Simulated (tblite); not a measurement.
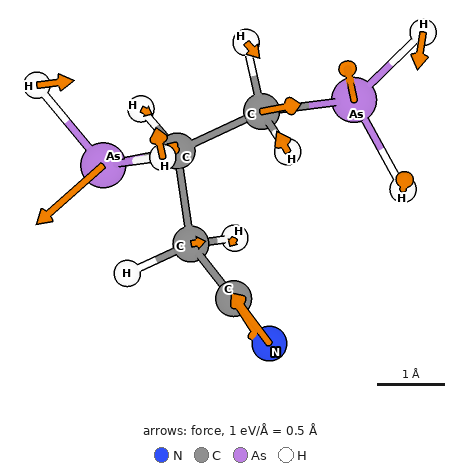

Starting geometry of C₄H₉As₂N with the computed forces as orange arrows. A ball-and-stick model, seen at a tilt.

Computed with GFN2-xTB geometry optimisation, gas phase in tblite 0.8.0. 

Question: What follows when this structure is relaxed?

Answer: It isn't relaxed: the largest force vector, on an As atom, is 2.86 eV/Å. The final displacements follow the starting forces only in part (cosine between the two patterns 0.38). The atom that moves furthest after the best rigid fit is an H atom (0.93 Å). By element the largest moves are H 0.93 Å, As 0.28 Å, C 0.11 Å, N 0.09 Å. Some distances before and after: As–H 1.571 → 1.498 Å, As–C 1.969 → 2.013 Å, As–C 1.959 → 2.001 Å, C–H 1.128 → 1.094 Å. Among the angles between lasting bonds that change: H–As–H 107.8° → 89.3°, C–As–H 113.2° → 95.3°, C–As–H 109.4° → 94.7°. Over 94 geometry steps the energy falls by 1.568 eV. The run took 0.67 s on 1 thread of Arm Neoverse V1, on a shared host.
